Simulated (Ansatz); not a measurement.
# SiH₄ (triplet): trial inputs and their diagnosis at distance Si1–H2 = 2.136 Å

4 inputs are run for SiH₄ (triplet) as typed; the log has to tell whether the result can be used and what must change.

Method: the settings change from run to run; program: Ansatz 0.2.0, Gaussian basis.

19 further runs of the same task are left out: 12 that didn't finish, 7 set aside as unsound or not needed.

### 1 The geometry

The geometry derives from a PBE0/def2-TZVP stationary point (not a proven minimum). One bond is set to the value named and the two fragments are kept rigid.

5 atoms, charge 0, spin multiplicity 3.

Atoms are counted from 1 here; the program's logs count them from 0.

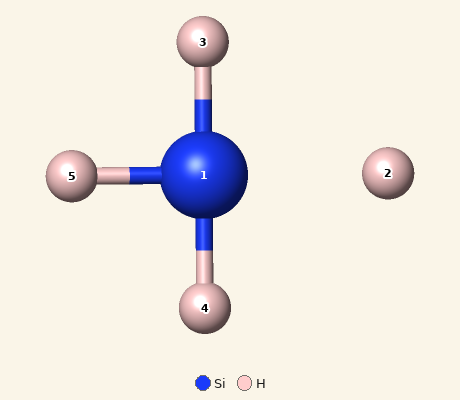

The geometry (silicon blue, hydrogen pink); atoms are numbered from 1 in the order of the file.

### 2 Try 1

File in.yaml:

```yaml
crystal:
  periodic: [false, false, false]
  atoms:
    - {symbol: Si, position_ang: [0.000143, -0.013510, -0.013416]}
    - {symbol: H, position_ang: [-0.015954, 1.502077, 1.491653]}
    - {symbol: H, position_ang: [-0.016354, -1.091142, 1.071571]}
    - {symbol: H, position_ang: [0.016640, 1.064122, -1.098403]}
    - {symbol: H, position_ang: [0.011668, -1.098617, -1.090992]}
basis:
  gaussian: {orbitals: 6-31G}
magnetization: {spin_polarized: false, initial_magnetization: 2}
correlation: {method: ccsd(t), electrons: outside_noble_gas}
```

Run with:

```bash
$ ansatz run in.yaml --threads 1 --pin off --events-out ev --progress --plain --max-ram 2393MiB
```

The log of the run:

```text
Error: YAML parse error: error: line 12 column 23: unknown variant `ccsd(t)`, expected one of mp2, rpa, ccsd, ccsd_t, bccd, bccd_t, ccsdt, ccsdt_q, ccsdt_q_b, ccsdtq, fci, sc_nevpt2, fic_nevpt4_sd, fic_mrcisd_q, fic_mrcisd_q_relaxed
  --> <input>:12:23
   |
10 |   gaussian: {orbitals: 6-31G}
11 | magnetization: {spin_polarized: false, initial_magnetization: 2}
12 | correlation: {method: ccsd(t), electrons: outside_noble_gas}
   |                       ^ unknown variant `ccsd(t)`, expected one of mp2, rpa, ccsd, ccsd_t, bccd, bccd_t, ccsdt, ccsdt_q, ccsdt_q_b, ccsdtq, fci, sc_nevpt2, fic_nevpt4_sd, fic_mrcisd_q, fic_mrcisd_q_relaxed
```

It took 0.03 s on 1 thread of Arm Neoverse V1, shared host.

Diagnosis: The run was refused. The method's name isn't one that the program knows. Fix: name one from the list in the message.

### 3 Try 2

File in.yaml:

```yaml
crystal:
  periodic: [false, false, false]
  atoms:
    - {symbol: Si, position_ang: [0.000143, -0.013510, -0.013416]}
    - {symbol: H, position_ang: [-0.015954, 1.502077, 1.491653]}
    - {symbol: H, position_ang: [-0.016354, -1.091142, 1.071571]}
    - {symbol: H, position_ang: [0.016640, 1.064122, -1.098403]}
    - {symbol: H, position_ang: [0.011668, -1.098617, -1.090992]}
basis:
  gaussian: {orbitals: 6-31G}
magnetization: {spin_polarized: false, initial_magnetization: 2}
correlation: {method: sc_nevpt2, electrons: outside_noble_gas, active_space: {window: {electrons: 4, orbitals: 4}, places: [1, 2]}}
accuracy: high
```

Launched as before.

The log of the run:

```text
Error: invalid value for `correlation.active_space`: name one of window, places and ras
```

Run time: 0.03 s. Hardware: 1 thread of Arm Neoverse V1, shared host.

Diagnosis: The run was refused. The active space is defined twice. Cure: keep one definition.

### 4 Try 3

File in.yaml:

```yaml
crystal:
  periodic: [false, false, false]
  atoms:
    - {symbol: Si, position_ang: [0.000143, -0.013510, -0.013416]}
    - {symbol: H, position_ang: [-0.015954, 1.502077, 1.491653]}
    - {symbol: H, position_ang: [-0.016354, -1.091142, 1.071571]}
    - {symbol: H, position_ang: [0.016640, 1.064122, -1.098403]}
    - {symbol: H, position_ang: [0.011668, -1.098617, -1.090992]}
basis:
  gaussian: {orbitals: STO-3G}
magnetization: {spin_polarized: true, initial_magnetization: 10}
hamiltonian: {xc: {name: B3LYP}}
correlation: {method: ccsdt_q_b, electrons: all}
accuracy: high
scf: {lower_state_search: off}
output: {forces: true}
```

Launched as before.

The log of the run:

```text
Functional definition: B3LYP
  name "B3LYP"
  cite "Stephens, Devlin, Chabalowski & Frisch, J. Phys. Chem. 98, 11623 (1994) doi:10.1021/j100096a001"
  cite "Becke, Phys. Rev. A 38, 3098 (1988) doi:10.1103/PhysRevA.38.3098"
  cite "Lee, Yang & Parr, Phys. Rev. B 37, 785 (1988) doi:10.1103/PhysRevB.37.785"
  cite "Vosko, Wilk & Nusair, Can. J. Phys. 58, 1200 (1980) doi:10.1139/p80-159"
  parameter a0 = 0.2
  parameter ax = 0.72
  parameter ac = 0.81
  exchange = (1 - a0 - ax)*slater_x + ax*b88_x + a0*exact_x
  correlation = (1 - ac)*vwn_rpa_c + ac*lyp_c
these checks for a lower state are left out or cut short: starts, cluster_reference, orbital_swaps, neighbouring_geometries, increment
202 factors; integrals over basis functions are off by at most 1.0e-8 eV
Error: 14 electrons of one spin do not fit in 13 independent orbitals
```

Wall time 0.18 s (1 thread of Arm Neoverse V1, shared host).

Diagnosis: The run was refused. Far too many unpaired electrons are asked for. Cure: set initial_magnetization to that of the wanted state.

### 5 Try 4

File in.yaml:

```yaml
crystal:
  periodic: [false, false, false]
  atoms:
    - {symbol: Si, position_ang: [0.000143, -0.013510, -0.013416]}
    - {symbol: H, position_ang: [-0.015954, 1.502077, 1.491653]}
    - {symbol: H, position_ang: [-0.016354, -1.091142, 1.071571]}
    - {symbol: H, position_ang: [0.016640, 1.064122, -1.098403]}
    - {symbol: H, position_ang: [0.011668, -1.098617, -1.090992]}
basis:
  gaussian: {orbitals: aug-cc-pVTZ}
magnetization: {spin_polarized: false, initial_magnetization: 2}
correlation: {method: ccsdtq, electrons: all}
accuracy: high
```

Launched as before.

The log of the run:

```text
Functional definition: HF
  name "HF"
  cite "Fock, Z. Phys. 61, 126 (1930) doi:10.1007/BF01340294"
  parent pbe
  exchange = exact_x
  correlation = 0
2272 factors; integrals over basis functions are off by at most 3.5e-9 eV
mean field evaluation 1: about -7918.8082 eV, gradient 8.7e0 eV
mean field evaluation 2: about -7918.8118 eV, gradient 8.7e0 eV
mean field evaluation 4: about -7919.7953 eV, gradient 2.5e0 eV
mean field evaluation 8: about -7919.9973 eV, gradient 4.3e-1 eV
mean field evaluation 16: about -7920.0019 eV, gradient 2.4e-8 eV
mean field evaluation 32: about -7919.9675 eV, gradient 7.1e-1 eV
mean field evaluation 64: about -7913.1610 eV, gradient 4.5e-1 eV
mean field evaluation 96: about -7915.9358 eV, gradient 5.1e0 eV
mean field -7920.00194338 eV, -291.0547030492 hartree, gradient 2.4e-8 eV, S^2 2.000000; 3 other end points of the search recorded, 0 dependent functions left out
mean field evaluation 128: about -7919.8955 eV, gradient 1.8e0 eV
determinant -7920.00194338 eV, -291.0547030492 hartree, with singles and doubles -7926.56573472 eV, -291.2959179316 hartree
determinant -7918.10011724 eV, -290.9848122275 hartree, with singles and doubles -7924.59578875 eV, -291.2235237528 hartree
reference -7920.00194338 eV, -291.0547030492 hartree; 10, 8 occupied and 132, 134 virtual orbitals, 2272 factors
Error: with its amplitudes the run needs 4025.00 GiB of memory by its plan, which may be too low or too high, and 2.33 GiB are given
refused for memory
```

It took 21 s on 1 thread of Arm Neoverse V1, shared host; peak memory 0.46 GiB.

What is wrong: The run was refused for memory. The method is too large for the memory allowed. Cure: freeze cores, shrink the basis or take a lower level.

### 6 Summary

```csv
try,level,ended,cause,time
1,'ccsd(t)'/6-31G,refused,the method's name isn't one that the program knows,0.03 s
2,"NEVPT2(4,4)/6-31G",refused,the active space is defined twice,0.03 s
3,CCSDT(Q)/B/STO-3G,refused,far too many unpaired electrons are asked for,0.18 s
4,CCSDTQ on ROHF/aug-cc-pVTZ,out of memory,the method is too large for the memory allowed,21 s
```

3 refused, 1 out of memory.
